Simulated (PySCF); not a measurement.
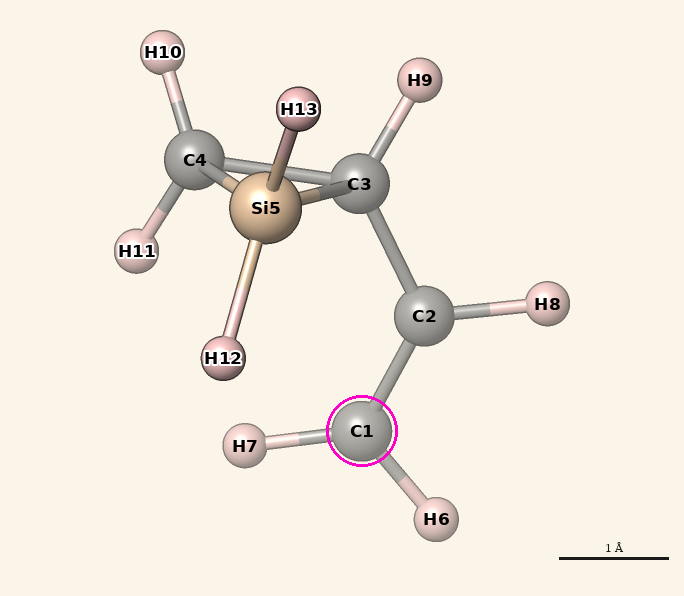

Orthographic view. Atoms fade into the background with distance from the viewer. Geometry: a frame of a GFN2-xTB molecular-dynamics simulation, not a minimum.

### Which atoms are bonded to the circled atom?

The circled atom is C1; it is bonded to C2, H6, H7.

### Of C4 and Si5, which is nearer the viewer?

Si5; the bond to C4 points away from the viewer, so it looks shorter than its 1.88 Å.

### Which two atoms are farthest apart in space?

H6 and H13, 5.78 Å.

### What is the shortest path along bonds from the circled atom to Si5?

C1–C2–C3–Si5, 3 bonds; through space the two are 3.58 Å apart.
